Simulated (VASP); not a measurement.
Band structure of TiN (rock salt). Method: r2SCAN+rVV10, VASP's PBE PAW potentials (set 64) (plane waves; VASP).

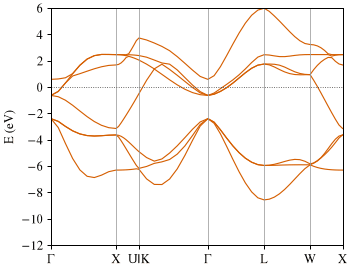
Figure: Bands along high-symmetry lines, zero at the valence-band maximum or, without a gap, the Fermi level

Task: Read the plot: is there a gap, and where are the band edges?

Result: It has no gap at this level: it comes out as a metal or semimetal.

The compound is TiN in the rock salt structure. It was relaxed first. The electron count is odd and the run is not spin-polarised, which forces a metal.
